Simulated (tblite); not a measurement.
# C6H14BOP: the cost of one run

Computed with tblite 0.8.0 and PySCF 2.14.0, with density-fitted response routines of our own, on a single molecule in the gas phase. Atoms count from 0, in the outputs and in this text.

### Step 1. Starting geometry

23 atoms, charge 0, multiplicity 1; geometry from: force field or distance geometry start.

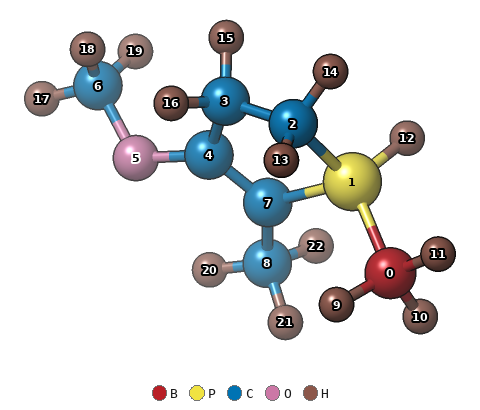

As it starts; boron red, phosphorus yellow, carbon blue, oxygen pink, hydrogen brown, atoms numbered.

### Step 2. Geometry optimisation with GFN2-xTB

What the job is given:

```
{"job": {"kind": "relax", "xc": "GFN2-xTB", "basis": "xTB"}, "charge": 0, "multiplicity": 1}
B     -3.073000     0.065300     0.302600
P     -1.507200    -0.295200    -0.634400
C     -0.730000    -1.814900     0.039800
C      0.683700    -1.386000     0.076100
C      0.885800     0.024800     0.211000
O      2.094800     0.613500     0.636700
C      3.338800     0.139000     0.109900
C     -0.136700     0.788000    -0.118100
C     -0.193500     2.280000    -0.088400
H     -2.847200    -0.013000     1.479100
H     -3.507500     1.124700     0.004500
H     -3.875800    -0.798800     0.060400
H     -1.603800    -0.264800    -1.997400
H     -1.210500    -2.067600     0.979500
H     -0.914100    -2.622700    -0.706100
H      1.302900    -1.851800    -0.717200
H      1.103600    -1.867300     1.026600
H      4.169800     0.690500     0.553700
H      3.409500    -0.945800     0.340100
H      3.402700     0.294700    -0.992600
H      0.704200     2.744000     0.319300
H     -1.076500     2.598200     0.525900
H     -0.424800     2.592200    -1.128200
```

Launch:

```
> OMP_NUM_THREADS=1 python probes_run.py task.json out
```

The driver reads the jobs from task.json and runs them one after another.

Q: Estimate the wall time of this first job on 1 thread of Arm Neoverse V1, shared host.

About 1.2 s.
